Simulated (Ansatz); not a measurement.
## Al2Au, response to strain

Base system: Al2Au (space group Fm-3m, No. 225; a = 6.0032 Å; relaxed with 0.1 eV smearing).

Strains are applied to the cell and any free atomic positions relax.

Method: plane-wave PAW DFT at the PBEsol level (Ansatz, a first-principles code, 420 eV), without spin-orbit coupling.

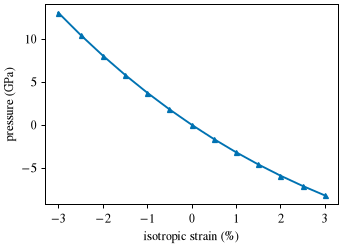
Fig. 1. Pressure against isotropic strain

Q: From the plot, what is the pressure for isotropic strain −0.50 %?

A: About 2 GPa.

Q: Is the trend monotonic over the range shown?

A: Yes, it falls throughout, spanning -8.2 GPa to 13.0 GPa.

Stability against distortions was not tested.
